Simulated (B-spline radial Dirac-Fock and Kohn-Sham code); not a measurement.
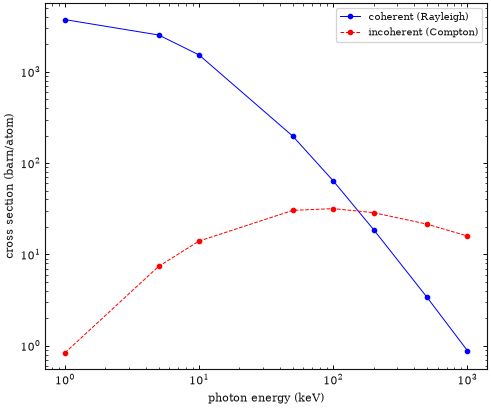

Coherent and incoherent photon scattering cross sections against photon energy, computed at the marked points and joined by straight lines. The figure is for Pt²⁺ in the configuration [Xe] 4f14 5d7 6p1, which is not the ground configuration. Level of theory: Thomson × f² and Klein–Nishina × S on Dirac–Fock densities, without anomalous dispersion; calculated with a B-spline radial atomic code.

What are the two cross sections at 1.000 keV?

Answer. Coherent 3730 b, incoherent 0.836 b.

Where does Compton scattering overtake Rayleigh scattering?

Answer. Between 100 keV and 200 keV.
